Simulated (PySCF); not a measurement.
**C4H11NO2Si: a changed input and its effect**

System: C4H11NO2Si.
Method of run A: GIAO PBE0/pcSseg-1 NMR shielding, non-relativistic, gas phase (PySCF 2.14.0).

The geometry comes from this level: GFN2-xTB. Text and figures count atoms from 1; the logs count them from 0 in places.

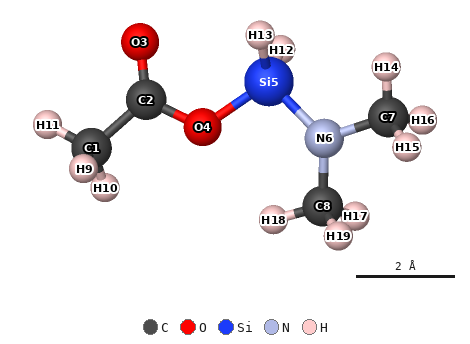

The input geometry (ball-and-stick view, seen at a tilt; atoms are numbered from 1 in the order of the input). Bond lengths as drawn: C–C 1.51 Å, C–H 1.09 to 1.10 Å, C–N 1.44 Å, C–O 1.20 to 1.32 Å, H–Si 1.46 to 1.47 Å, N–Si 1.71 Å and O–Si 1.66 Å.

### The input, run A
```
{"job": {"kind": "nmr", "xc": "PBE0", "basis": "pcSseg-1"}, "charge": 0, "multiplicity": 1}
C      3.358306    -0.676283    -0.130863
C      2.345364     0.393255     0.180770
O      2.615064     1.499806     0.564219
O      1.103340    -0.008557    -0.020943
Si    -0.164360     1.040982     0.226019
N     -1.478105     0.105033    -0.342324
C     -2.779951     0.713996    -0.409103
C     -1.543761    -1.336770    -0.286220
H      3.342884    -0.871326    -1.201298
H      3.091417    -1.595749     0.384610
H      4.349508    -0.349126     0.167616
H     -0.159077     1.403448     1.647266
H     -0.030816     2.201581    -0.646453
H     -2.673200     1.788882    -0.515333
H     -3.331810     0.323921    -1.268130
H     -3.367850     0.513504     0.494154
H     -2.109028    -1.679930     0.587765
H     -0.538175    -1.742231    -0.239588
H     -2.039554    -1.715188    -1.184461
```

The first line tells a small driver script what to run in PySCF; the rest is the geometry in Å.

Command:
```bash
OMP_NUM_THREADS=1 python <driver script> task.json out
```

Hardware: 1 CPU thread, shared host.

### Output (run A)
```
coarse grid: 16024 points
cycle   1  E = -652.9752543237  dE =  1.132e+00  |g| = 9.658e-01  |ddm| = 3.789e+00
cycle   2  E = -652.6839356036  dE =  2.913e-01  |g| = 1.593e+00  |ddm| = 1.691e+00
cycle   3  E = -653.1375773556  dE = -4.536e-01  |g| = 2.629e-01  |ddm| = 1.156e+00
cycle   4  E = -653.1496782331  dE = -1.210e-02  |g| = 8.219e-02  |ddm| = 2.123e-01
cycle   5  E = -653.1507385259  dE = -1.060e-03  |g| = 2.286e-02  |ddm| = 5.711e-02
cycle   6  E = -653.1508505070  dE = -1.120e-04  |g| = 3.965e-03  |ddm| = 1.707e-02
cycle   7  E = -653.1508537090  dE = -3.202e-06  |g| = 7.540e-04  |ddm| = 3.076e-03
final grid: 149264 points
cycle   8  E = -653.2156686683  dE = -2.207e-05  |g| = 1.332e-02  |ddm| = 2.418e-02
cycle   9  E = -653.2156221959  dE =  4.647e-05  |g| = 2.065e-02  |ddm| = 2.208e-02
cycle  10  E = -653.2157023547  dE = -8.016e-05  |g| = 2.825e-03  |ddm| = 1.394e-02
cycle  11  E = -653.2157038300  dE = -1.475e-06  |g| = 4.793e-04  |ddm| = 1.862e-03
cycle  12  E = -653.2157038677  dE = -3.772e-08  |g| = 1.362e-04  |ddm| = 3.623e-04
cycle  13  E = -653.2157038714  dE = -3.671e-09  |g| = 2.542e-05  |ddm| = 1.092e-04
cycle  14  E = -653.2157038715  dE = -1.362e-10  |g| = 4.868e-06  |ddm| = 3.044e-05
converged SCF energy = -653.2157038715

GIAO shielding tensors (ppm)
atom      isotropic    diamagn.    paramagn.     s11        s22        s33       span
  0 C      162.480     247.905     -85.425    139.471    154.191    193.779     54.308
  1 C       10.761     247.464    -236.703    -90.000     46.755     75.529    165.529
  2 O     -133.580     402.887    -536.467   -396.233   -241.405    236.898    633.132
  3 O      130.757     406.517    -275.760     -8.439    175.409    225.303    233.742
  4 Si     381.341     884.887    -503.546    351.397    376.212    416.413     65.015
  5 N      254.232     330.103     -75.871    220.887    263.839    277.971     57.084
  6 C      149.651     243.016     -93.365    123.473    138.982    186.499     63.025
  7 C      148.171     247.189     -99.018    124.584    134.030    185.897     61.313
  8 H       29.360      28.377       0.983     25.915     28.501     33.664      7.749
  9 H       29.482      29.229       0.253     25.623     29.289     33.535      7.912
 10 H       29.851      25.939       3.912     25.784     28.088     35.681      9.897
 11 H       26.489      32.729      -6.240     22.797     25.199     31.471      8.674
 12 H       26.663      32.979      -6.316     23.039     25.465     31.486      8.447
 13 H       29.058      29.461      -0.403     24.390     27.175     35.609     11.219
 14 H       29.211      28.372       0.839     24.665     26.733     36.234     11.568
 15 H       29.333      28.435       0.898     24.656     27.024     36.320     11.664
 16 H       29.444      31.048      -1.604     25.330     26.776     36.226     10.896
 17 H       28.355      33.156      -4.801     22.296     29.201     33.569     11.272
 18 H       29.316      30.849      -1.534     25.170     26.677     36.101     10.931
```

The input of run B differs as follows (lines with − go, lines with + come):
```diff
-"basis": "pcSseg-1"
+"basis": "ANO-RCC-VDZP"
+"pop": false
+"grid": 1
```

What does this change do to the results?

The total energy of run B is 24.7 kcal/mol lower, which measures the change of basis and not a stability. The dipole moment goes from 2.71 to 2.76 D. Of all shieldings, the largest change is that of Si5, by +58.6 ppm. The SCF takes 11 iterations against 14. The basis functions go from 198 to 171.

### Output (run B)
```
final grid: 69808 points
cycle   1  E = -653.0728045808  dE =  1.155e+00  |g| = 9.503e-01  |ddm| = 5.820e+00
cycle   2  E = -652.7546976253  dE =  3.181e-01  |g| = 1.608e+00  |ddm| = 2.048e+00
cycle   3  E = -653.2422953310  dE = -4.876e-01  |g| = 2.493e-01  |ddm| = 1.389e+00
cycle   4  E = -653.2537084090  dE = -1.141e-02  |g| = 8.274e-02  |ddm| = 2.696e-01
cycle   5  E = -653.2548853531  dE = -1.177e-03  |g| = 2.350e-02  |ddm| = 7.654e-02
cycle   6  E = -653.2550109265  dE = -1.256e-04  |g| = 3.491e-03  |ddm| = 2.139e-02
cycle   7  E = -653.2550135295  dE = -2.603e-06  |g| = 7.976e-04  |ddm| = 3.521e-03
cycle   8  E = -653.2550136517  dE = -1.223e-07  |g| = 3.427e-04  |ddm| = 1.042e-03
cycle   9  E = -653.2550136760  dE = -2.425e-08  |g| = 1.121e-04  |ddm| = 4.519e-04
cycle  10  E = -653.2550136787  dE = -2.701e-09  |g| = 2.521e-05  |ddm| = 1.486e-04
cycle  11  E = -653.2550136788  dE = -1.451e-10  |g| = 7.445e-06  |ddm| = 3.055e-05
converged SCF energy = -653.2550136788

GIAO shielding tensors (ppm)
atom      isotropic    diamagn.    paramagn.     s11        s22        s33       span
  0 C      168.636     243.353     -74.717    146.153    162.050    197.704     51.550
  1 C       17.860     246.084    -228.224    -79.089     50.843     81.825    160.914
  2 O     -101.684     401.120    -502.804   -366.505   -203.188    264.641    631.146
  3 O      133.009     394.796    -261.787     -4.777    176.326    227.476    232.253
  4 Si     439.959     894.436    -454.477    410.925    432.134    476.818     65.893
  5 N      249.914     315.850     -65.936    221.926    256.684    271.133     49.207
  6 C      154.383     237.553     -83.171    130.550    142.177    190.420     59.870
  7 C      153.169     240.718     -87.548    131.181    138.184    190.143     58.962
  8 H       29.623      29.926      -0.302     26.386     28.864     33.620      7.234
  9 H       29.705      30.893      -1.188     25.954     29.581     33.580      7.626
 10 H       29.967      26.589       3.379     26.102     28.492     35.308      9.206
 11 H       26.321      33.538      -7.216     22.633     25.152     31.179      8.546
 12 H       26.601      33.622      -7.022     22.916     25.586     31.300      8.383
 13 H       29.105      29.565      -0.460     24.516     27.421     35.378     10.862
 14 H       29.364      28.345       1.018     25.037     27.055     35.999     10.962
 15 H       29.423      28.559       0.864     24.908     27.225     36.134     11.226
 16 H       29.505      30.727      -1.221     25.621     26.868     36.028     10.407
 17 H       28.437      33.491      -5.054     22.491     29.533     33.288     10.796
 18 H       29.443      30.402      -0.959     25.551     26.862     35.917     10.366
```

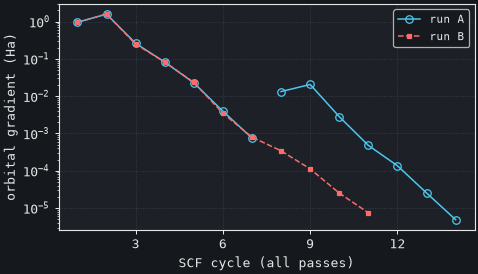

Convergence of the two runs: orbital gradient against the SCF cycle. A break in a curve parts two SCF passes (coarse and final grid). Run A takes 14 cycles in all, and run B takes 11.

### The two runs side by side

```tsv
quantity	run A	run B
outcome	converged	converged
total energy (hartree)	−653.215704	−653.255014
HOMO (eV)	−6.46	−6.44
LUMO (eV)	0.27	0.23
dipole moment (D)	2.71	2.76
shielding of C1 (ppm)	162.5	168.6
shielding of C2 (ppm)	10.8	17.9
shielding of O3 (ppm)	−133.6	−101.7
shielding of Si5 (ppm)	381.3	440.0
shielding of N6 (ppm)	254.2	249.9
shielding of C7 (ppm)	149.7	154.4
shielding of C8 (ppm)	148.2	153.2
SCF iterations	14	11
basis functions	198	171
wall time (shared host)	31 s	31 s
```
